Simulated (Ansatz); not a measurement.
# AlNH₄ (triplet): one geometry, many settings at distance Al1–H4 along a hydrogen transfer = 1.684 Å

What do other methods and options give for AlNH₄ (triplet) at this geometry, and how long do they take?

The runs use Ansatz 0.2.0, Gaussian basis; the settings change from run to run.

7 further runs of the same task are left out: 6 that didn't finish, 1 set aside as unsound or not needed.

## 1. The geometry

The geometry derives from fragments relaxed apart (PBE0/def2-TZVP) and kept rigid, so it is no stationary point. A hydrogen atom is moved between rigid fragments.

6 atoms, charge 0, spin multiplicity 3.

Atoms are counted from 1 here; the program's logs count them from 0.

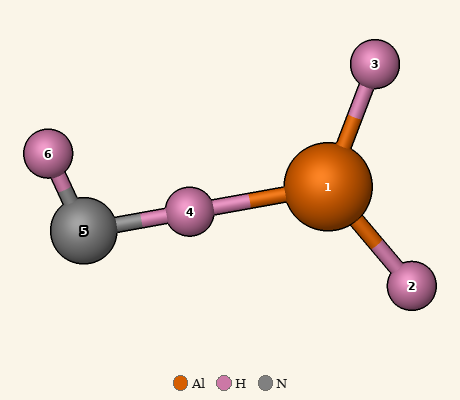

The geometry (aluminium orange, hydrogen pink, nitrogen grey); atoms are numbered from 1 in the order of the file.

## 2. CCSD(T) on UHF/cc-pVDZ

in.yaml reads:

```yaml
crystal:
  periodic: [false, false, false]
  atoms:
    - {symbol: Al, position_ang: [-0.998748, 0.022483, 0.000000]}
    - {symbol: H, position_ang: [-1.791671, 1.395868, 0.000000]}
    - {symbol: H, position_ang: [-1.791672, -1.350901, 0.000000]}
    - {symbol: H, position_ang: [0.685252, 0.022483, 0.000000]}
    - {symbol: N, position_ang: [1.971252, 0.022483, 0.000000]}
    - {symbol: H, position_ang: [2.240334, -0.981743, 0.000000]}
basis:
  gaussian: {orbitals: cc-pVDZ}
magnetization: {spin_polarized: true, initial_magnetization: 2}
correlation: {method: ccsd_t, electrons: outside_noble_gas, diis_vectors: 2}
scf: {lower_state_search: light}
output: {forces: true}
```

Command:

```console
$ ansatz run in.yaml --threads 1 --pin off --events-out ev --progress --plain --max-ram 2393MiB
```

Log, shortened:

```text
Functional definition: HF
  name "HF"
  cite "Fock, Z. Phys. 61, 126 (1930) doi:10.1007/BF01340294"
  parent pbe
[...]
490 factors; integrals over basis functions are off by at most 1.3e-3 eV
[...]
mean field -8123.94471248 eV, -298.5494615760 hartree, gradient 3.3e-6 eV, S^2 2.043625; 2 other end points of the search recorded, 0 dependent functions left out
determinant -8123.94471248 eV, -298.5494615760 hartree, with singles and doubles -8130.67042715 eV, -298.7966270312 hartree
determinant -8121.72763332 eV, -298.4679854198 hartree, with singles and doubles -8128.82726653 eV, -298.7288921279 hartree
determinant -8121.08078342 eV, -298.4442141243 hartree, with singles and doubles -8127.93587033 eV, -298.6961339218 hartree
6 core orbitals not correlated: weight in the atoms' cores, before any rotation towards them, 1.000 or more for the frozen orbitals, at most 0.000 for the correlated occupied ones
reference -8123.94471248 eV, -298.5494615760 hartree; 7, 5 occupied and 39, 41 virtual orbitals, 490 factors
second order -5.56494100 eV of doubles, -0.00000000 eV of singles
cycle   1  -6.72583814 eV  change   -1.2e-4 eV  update   9.9e-4
[...]
cycle  14  -6.72653265 eV  change    3.0e-7 eV  update   7.9e-7
perturbative correction -0.13621431 eV, -0.0050057836 hartree
[...]
Total energy: -8130.80745944 eV, -298.8016628750 hartree
Atom 0 at    -0.998748     0.022483     0.000000 Å, force    -1.247266    -0.050356     0.000000 eV/Å
Atom 1 at    -1.791671     1.395868     0.000000 Å, force    -0.113591     0.126882    -0.000000 eV/Å
Atom 2 at    -1.791672    -1.350901     0.000000 Å, force    -0.146710    -0.138118     0.000000 eV/Å
Atom 3 at     0.685252     0.022483     0.000000 Å, force     1.378602    -0.243239    -0.000000 eV/Å
Atom 4 at     1.971252     0.022483     0.000000 Å, force     0.445098     0.831415    -0.000000 eV/Å
Atom 5 at     2.240334    -0.981743     0.000000 Å, force    -0.316132    -0.526583     0.000000 eV/Å
Dipole moment:    -0.011117    -0.254601     0.000000 e Å
```

Wall time 7 s (1 thread of Arm Neoverse V2, shared host).

From the report: ⟨S²⟩ of the determinant 2.044 (pure triplet: 2.00); correlation -6.8627 eV; T1 0.019; largest double amplitude 0.02.

## 3. BCCD on UHF/cc-pVDZ

Changes to in.yaml since step 2:

```diff
@@ -10,6 +10,5 @@
 basis:
-  gaussian: {orbitals: cc-pVDZ}
+  gaussian: {orbitals: cc-pVDZ, point_charges: [{charge: 0.50, position_ang: [4.922, -0.516, 0.702]}]}
 magnetization: {spin_polarized: true, initial_magnetization: 2}
-correlation: {method: ccsd_t, electrons: outside_noble_gas, diis_vectors: 2}
-scf: {lower_state_search: light}
+correlation: {method: bccd, electrons: outside_noble_gas}
 output: {forces: true}
```

The command is unchanged.

Log, shortened:

```text
Functional definition: HF
  name "HF"
  cite "Fock, Z. Phys. 61, 126 (1930) doi:10.1007/BF01340294"
  parent pbe
[...]
490 factors; integrals over basis functions are off by at most 1.3e-3 eV
[...]
mean field -8124.03654941 eV, -298.5528365212 hartree, gradient 3.5e-6 eV, S^2 2.039781; 1 other end points of the search recorded, 0 dependent functions left out
determinant -8124.03654941 eV, -298.5528365212 hartree, with singles and doubles -8130.76779838 eV, -298.8002053582 hartree
determinant -8121.46724110 eV, -298.4584161823 hartree, with singles and doubles -8128.58846961 eV, -298.7201165028 hartree
6 core orbitals not correlated: weight in the atoms' cores, before any rotation towards them, 1.000 or more for the frozen orbitals, at most 0.000 for the correlated occupied ones
reference -8124.03654941 eV, -298.5528365212 hartree; 7, 5 occupied and 39, 41 virtual orbitals, 490 factors
second order -5.58952433 eV of doubles, -0.00000000 eV of singles
cycle   1  -6.72317223 eV  change    8.1e-3 eV  update   4.7e-3
[...]
cycle  12  -6.72301602 eV  change    1.1e-7 eV  update   6.9e-7
[...]
Total energy: -8130.75956544 eV, -298.7999028031 hartree
Atom 0 at    -0.998748     0.022483     0.000000 Å, force    -1.584044    -0.014383    -0.014008 eV/Å
Atom 1 at    -1.791671     1.395868     0.000000 Å, force     0.010975     0.091959     0.001173 eV/Å
Atom 2 at    -1.791672    -1.350901     0.000000 Å, force    -0.013960    -0.113053     0.001961 eV/Å
Atom 3 at     0.685252     0.022483     0.000000 Å, force     1.478574    -0.242012    -0.008461 eV/Å
Atom 4 at     1.971252     0.022483     0.000000 Å, force     0.698580     0.731023     0.105698 eV/Å
Atom 5 at     2.240334    -0.981743     0.000000 Å, force    -0.518737    -0.558818    -0.061167 eV/Å
Dipole moment:    -0.242112    -0.235866    -0.013638 e Å
```

Run time: 6.5 s. Hardware: 1 thread of Arm Neoverse V2, shared host.

From the report: ⟨S²⟩ of the determinant 2.040 (pure triplet: 2.00); correlation -6.7230 eV; largest double amplitude 0.03.

## 4. CCSD(T)/cc-pVDZ

Changes to in.yaml since step 3:

```diff
@@ -10,5 +10,5 @@
 basis:
-  gaussian: {orbitals: cc-pVDZ, point_charges: [{charge: 0.50, position_ang: [4.922, -0.516, 0.702]}]}
-magnetization: {spin_polarized: true, initial_magnetization: 2}
-correlation: {method: bccd, electrons: outside_noble_gas}
-output: {forces: true}
+  gaussian: {orbitals: cc-pVDZ}
+magnetization: {spin_polarized: false, initial_magnetization: 2}
+hamiltonian: {xc: {name: B3LYP}}
+correlation: {method: ccsd_t, electrons: outside_noble_gas, diis_vectors: 12}
```

Same command.

Log, shortened:

```text
Functional definition: B3LYP
  name "B3LYP"
  cite "Stephens, Devlin, Chabalowski & Frisch, J. Phys. Chem. 98, 11623 (1994) doi:10.1021/j100096a001"
  cite "Becke, Phys. Rev. A 38, 3098 (1988) doi:10.1103/PhysRevA.38.3098"
  cite "Lee, Yang & Parr, Phys. Rev. B 37, 785 (1988) doi:10.1103/PhysRevB.37.785"
  cite "Vosko, Wilk & Nusair, Can. J. Phys. 58, 1200 (1980) doi:10.1139/p80-159"
[...]
490 factors; integrals over basis functions are off by at most 1.3e-3 eV
[...]
mean field -8147.89627171 eV, -299.4296651429 hartree, gradient 8.8e-6 eV, S^2 2.000000; 1 other end points of the search recorded, 0 dependent functions left out
[...]
6 core orbitals not correlated: weight in the atoms' cores, before any rotation towards them, 1.000 or more for the frozen orbitals, at most 0.000 for the correlated occupied ones
reference -8123.21526292 eV, -298.5226547993 hartree; 7, 5 occupied and 39, 41 virtual orbitals, 490 factors
second order -6.11389274 eV of doubles, -0.39417240 eV of singles
cycle   1  -7.08414249 eV  change   -5.7e-1 eV  update   6.3e-2
[...]
cycle  10  -7.37704945 eV  change   -4.8e-7 eV  update   1.3e-5
perturbative correction -0.15917784 eV, -0.0058496777 hartree
Total energy: -8130.75149022 eV, -298.7996060442 hartree
```

Run time: 3.3 s. Hardware: 1 thread of Arm Neoverse V2, shared host.

From the report: correlation -7.5362 eV; T1 0.023; largest double amplitude 0.03. The orbitals are Kohn-Sham ones, so correlation energy and T1 don't compare with those on Hartree-Fock orbitals.

## 5. CASSCF(4,5)/6-31G*

Changes to in.yaml since step 4:

```diff
@@ -10,5 +10,5 @@
 basis:
-  gaussian: {orbitals: cc-pVDZ}
+  gaussian: {orbitals: "6-31G*"}
 magnetization: {spin_polarized: false, initial_magnetization: 2}
-hamiltonian: {xc: {name: B3LYP}}
-correlation: {method: ccsd_t, electrons: outside_noble_gas, diis_vectors: 12}
+correlation: {active_space: {window: {electrons: 4, orbitals: 5}, states: [{multiplicity: 3, weights: [1, 1, 0.5]}]}}
+scf: {lower_state_search: off}
```

Launched as before.

Log, shortened:

```text
Functional definition: HF
  name "HF"
  cite "Fock, Z. Phys. 61, 126 (1930) doi:10.1007/BF01340294"
  parent pbe
[...]
768 factors; integrals over basis functions are off by at most 1.8e-7 eV
[...]
mean field -8122.89690623 eV, -298.5109554066 hartree, gradient 1.5e-6 eV, S^2 2.000000; 0 other end points of the search recorded, 0 dependent functions left out
reference -8122.89690623 eV, -298.5109554066 hartree; 13, 11 occupied and 29, 31 virtual orbitals, 768 factors
state -8122.97622156 eV, -298.5138701914 hartree
state -8121.01543368 eV, -298.4418125657 hartree
state -8117.39663631 eV, -298.3088242155 hartree
Total energy: -8121.07598936 eV, -298.4440379459 hartree
Checks for a lower state left out: stability, starts, cluster_reference, orbital_swaps, neighbouring_geometries, increment
```

It took 0.54 s on 1 thread of Arm Neoverse V2, shared host.

From the report: 100 determinants; active occupations (of the averaged states) 1.76, 1.01, 0.61, 0.59, 0.03.

## 6. MP2 on ROHF/cc-pVDZ

Changes to in.yaml since step 5:

```diff
@@ -10,5 +10,5 @@
 basis:
-  gaussian: {orbitals: "6-31G*"}
+  gaussian: {orbitals: cc-pVDZ}
 magnetization: {spin_polarized: false, initial_magnetization: 2}
-correlation: {active_space: {window: {electrons: 4, orbitals: 5}, states: [{multiplicity: 3, weights: [1, 1, 0.5]}]}}
-scf: {lower_state_search: off}
+correlation: {method: mp2, electrons: outside_noble_gas}
+output: {forces: true}
```

Launched as before.

Log, shortened:

```text
Functional definition: HF
  name "HF"
  cite "Fock, Z. Phys. 61, 126 (1930) doi:10.1007/BF01340294"
  parent pbe
[...]
490 factors; integrals over basis functions are off by at most 1.3e-3 eV
[...]
mean field -8123.57175510 eV, -298.5357556454 hartree, gradient 2.9e-6 eV, S^2 2.000000; 4 other end points of the search recorded, 0 dependent functions left out
6 core orbitals not correlated: weight in the atoms' cores, before any rotation towards them, 1.000 or more for the frozen orbitals, at most 0.000 for the correlated occupied ones
reference -8123.57175510 eV, -298.5357556454 hartree; 7, 5 occupied and 39, 41 virtual orbitals, 490 factors
second order -5.81804293 eV of doubles, -0.19922999 eV of singles
[...]
Total energy: -8129.58902802 eV, -298.7568863463 hartree
Atom 0 at    -0.998748     0.022483     0.000000 Å, force    -1.538465    -0.036779    -0.000000 eV/Å
Atom 1 at    -1.791671     1.395868     0.000000 Å, force    -0.059891     0.067104    -0.000000 eV/Å
Atom 2 at    -1.791672    -1.350901     0.000000 Å, force    -0.092326    -0.082967     0.000000 eV/Å
Atom 3 at     0.685252     0.022483     0.000000 Å, force     2.416459    -0.253629    -0.000000 eV/Å
Atom 4 at     1.971252     0.022483     0.000000 Å, force    -0.353838     0.592550     0.000000 eV/Å
Atom 5 at     2.240334    -0.981743     0.000000 Å, force    -0.371938    -0.286280    -0.000000 eV/Å
Dipole moment:    -0.075728    -0.262123     0.000000 e Å
```

It took 1.3 s on 1 thread of Arm Neoverse V2, shared host.

## 7. BCCD on UHF/cc-pVDZ

Changes to in.yaml since step 6:

```diff
@@ -11,4 +11,3 @@
   gaussian: {orbitals: cc-pVDZ}
-magnetization: {spin_polarized: false, initial_magnetization: 2}
-correlation: {method: mp2, electrons: outside_noble_gas}
-output: {forces: true}
+magnetization: {spin_polarized: true, initial_magnetization: 2}
+correlation: {method: bccd, electrons: valence}
```

The command is unchanged.

Log, shortened:

```text
Functional definition: HF
  name "HF"
  cite "Fock, Z. Phys. 61, 126 (1930) doi:10.1007/BF01340294"
  parent pbe
[...]
490 factors; integrals over basis functions are off by at most 1.3e-3 eV
[...]
mean field -8123.94471248 eV, -298.5494615760 hartree, gradient 3.3e-6 eV, S^2 2.043625; 2 other end points of the search recorded, 0 dependent functions left out
determinant -8123.94471248 eV, -298.5494615760 hartree, with singles and doubles -8130.67042715 eV, -298.7966270312 hartree
determinant -8121.72763332 eV, -298.4679854198 hartree, with singles and doubles -8128.82726653 eV, -298.7288921279 hartree
determinant -8121.08078342 eV, -298.4442141243 hartree, with singles and doubles -8127.93587033 eV, -298.6961339218 hartree
6 core orbitals not correlated: weight in the atoms' cores, before any rotation towards them, 1.000 or more for the frozen orbitals, at most 0.000 for the correlated occupied ones
reference -8123.94471248 eV, -298.5494615760 hartree; 7, 5 occupied and 39, 41 virtual orbitals, 490 factors
second order -5.56494100 eV of doubles, -0.00000000 eV of singles
cycle   1  -6.71720824 eV  change    8.5e-3 eV  update   5.3e-3
[...]
cycle   9  -6.71704413 eV  change    2.5e-6 eV  update   1.0e-5
Total energy: -8130.66175660 eV, -298.7963083947 hartree
```

It took 2.8 s on 1 thread of Arm Neoverse V2, shared host.

From the report: ⟨S²⟩ of the determinant 2.044 (pure triplet: 2.00); correlation -6.7170 eV; largest double amplitude 0.02.

## 8. BCCD on UHF/cc-pVDZ

Changes to in.yaml since step 7:

```diff
@@ -13 +13,4 @@
 correlation: {method: bccd, electrons: valence}
+accuracy: high
+scf: {lower_state_search: full}
+output: {forces: true}
```

The command is unchanged.

Log, shortened:

```text
Functional definition: HF
  name "HF"
  cite "Fock, Z. Phys. 61, 126 (1930) doi:10.1007/BF01340294"
  parent pbe
[...]
1122 factors; integrals over basis functions are off by at most 3.9e-9 eV
[...]
mean field -8123.94476976 eV, -298.5494636810 hartree, gradient 7.1e-8 eV, S^2 2.043625; 8 other end points of the search recorded, 0 dependent functions left out
determinant -8123.94476976 eV, -298.5494636810 hartree, with singles and doubles -8130.67047546 eV, -298.7966288069 hartree
determinant -8121.72771167 eV, -298.4679882992 hartree, with singles and doubles -8128.82733558 eV, -298.7288946654 hartree
determinant -8121.08084290 eV, -298.4442163104 hartree, with singles and doubles -8127.93592290 eV, -298.6961358538 hartree
6 core orbitals not correlated: weight in the atoms' cores, before any rotation towards them, 1.000 or more for the frozen orbitals, at most 0.000 for the correlated occupied ones
reference -8123.94476976 eV, -298.5494636810 hartree; 7, 5 occupied and 39, 41 virtual orbitals, 1122 factors
second order -5.56498362 eV of doubles, -0.00000000 eV of singles
cycle   1  -6.71719900 eV  change    8.5e-3 eV  update   5.3e-3
[...]
cycle  22  -6.71703241 eV  change  -4.2e-10 eV  update  5.2e-10
[...]
Total energy: -8130.66180216 eV, -298.7963100690 hartree
Atom 0 at    -0.998748     0.022483     0.000000 Å, force    -1.257685    -0.045380     0.000000 eV/Å
Atom 1 at    -1.791671     1.395868     0.000000 Å, force    -0.102295     0.109058    -0.000000 eV/Å
Atom 2 at    -1.791672    -1.350901     0.000000 Å, force    -0.135077    -0.121444    -0.000000 eV/Å
Atom 3 at     0.685252     0.022483     0.000000 Å, force     1.320970    -0.246534    -0.000000 eV/Å
Atom 4 at     1.971252     0.022483     0.000000 Å, force     0.507181     0.746182     0.000000 eV/Å
Atom 5 at     2.240334    -0.981743     0.000000 Å, force    -0.333094    -0.441882     0.000000 eV/Å
Dipole moment:    -0.016905    -0.258100     0.000000 e Å
```

Run time: 21 s. Hardware: 1 thread of Arm Neoverse V2, shared host; peak memory 0.42 GiB.

From the report: ⟨S²⟩ of the determinant 2.044 (pure triplet: 2.00); correlation -6.7170 eV; largest double amplitude 0.02.

## 9. BCCD on UHF/cc-pVDZ

Changes to in.yaml since step 8:

```diff
@@ -12,5 +12,3 @@
 magnetization: {spin_polarized: true, initial_magnetization: 2}
-correlation: {method: bccd, electrons: valence}
-accuracy: high
-scf: {lower_state_search: full}
+correlation: {method: bccd, electrons: outside_noble_gas}
 output: {forces: true}
```

Same command.

Log, shortened:

```text
Functional definition: HF
  name "HF"
  cite "Fock, Z. Phys. 61, 126 (1930) doi:10.1007/BF01340294"
  parent pbe
[...]
490 factors; integrals over basis functions are off by at most 1.3e-3 eV
[...]
mean field -8123.94471248 eV, -298.5494615760 hartree, gradient 3.3e-6 eV, S^2 2.043625; 2 other end points of the search recorded, 0 dependent functions left out
determinant -8123.94471248 eV, -298.5494615760 hartree, with singles and doubles -8130.67042715 eV, -298.7966270312 hartree
determinant -8121.72763332 eV, -298.4679854198 hartree, with singles and doubles -8128.82726653 eV, -298.7288921279 hartree
determinant -8121.08078342 eV, -298.4442141243 hartree, with singles and doubles -8127.93587033 eV, -298.6961339218 hartree
6 core orbitals not correlated: weight in the atoms' cores, before any rotation towards them, 1.000 or more for the frozen orbitals, at most 0.000 for the correlated occupied ones
reference -8123.94471248 eV, -298.5494615760 hartree; 7, 5 occupied and 39, 41 virtual orbitals, 490 factors
second order -5.56494100 eV of doubles, -0.00000000 eV of singles
cycle   1  -6.71720824 eV  change    8.5e-3 eV  update   5.3e-3
[...]
cycle  12  -6.71704152 eV  change    2.5e-7 eV  update   5.5e-7
[...]
Total energy: -8130.66175400 eV, -298.7963082989 hartree
Atom 0 at    -0.998748     0.022483     0.000000 Å, force    -1.257662    -0.045376    -0.000000 eV/Å
Atom 1 at    -1.791671     1.395868     0.000000 Å, force    -0.102325     0.109109     0.000000 eV/Å
Atom 2 at    -1.791672    -1.350901     0.000000 Å, force    -0.135108    -0.121495     0.000000 eV/Å
Atom 3 at     0.685252     0.022483     0.000000 Å, force     1.321013    -0.246537    -0.000000 eV/Å
Atom 4 at     1.971252     0.022483     0.000000 Å, force     0.507165     0.746196     0.000000 eV/Å
Atom 5 at     2.240334    -0.981743     0.000000 Å, force    -0.333081    -0.441897     0.000000 eV/Å
Dipole moment:    -0.016905    -0.258102    -0.000000 e Å
```

Wall time 6.5 s (1 thread of Arm Neoverse V2, shared host).

From the report: ⟨S²⟩ of the determinant 2.044 (pure triplet: 2.00); correlation -6.7170 eV; largest double amplitude 0.02.

## 10. The runs in one table

Where basis and cores are those of an earlier UCCSDT(Q)/cc-pVDZ run (-8130.8461 eV), and the state is the same kind, the miss against it is given.

```csv
level,correlated,functions,energy (eV),from UCCSDT(Q) (meV),time
CCSD(T) on UHF/cc-pVDZ,outside noble gas,52,-8130.8075,38.7,7 s
BCCD on UHF/cc-pVDZ (beside a point charge),outside noble gas,52,-8130.7596,,6.5 s
CCSD(T)/cc-pVDZ (on B3LYP orbitals),outside noble gas,52,-8130.7515,94.6,3.3 s
"CASSCF(4,5)/6-31G* (mean of several states)",,42,-8121.0760,,0.54 s
MP2 on ROHF/cc-pVDZ,outside noble gas,52,-8129.5890,1257.1,1.3 s
BCCD on UHF/cc-pVDZ,valence,52,-8130.6618,184.4,2.8 s
BCCD on UHF/cc-pVDZ,valence,52,-8130.6618,184.3,21 s
BCCD on UHF/cc-pVDZ,outside noble gas,52,-8130.6618,184.4,6.5 s
```

## 11. Results

| quantity | value |
| --- | --- |
| runs | 8 |
| quickest | CASSCF(4,5)/6-31G* (mean of several states), 0.54 s |
| slowest | BCCD on UHF/cc-pVDZ, 21 s |

Total energies in different bases, with other cores or another treatment of relativity can't be set against each other. BCCD on UHF/cc-pVDZ took 39 times as long as CASSCF(4,5)/6-31G* (mean of several states); the jobs differ in more than the method. Among the correlated runs with a miss given, it spans +39 to +1257 meV. Cores frozen from Kohn-Sham orbitals shift the total energy.
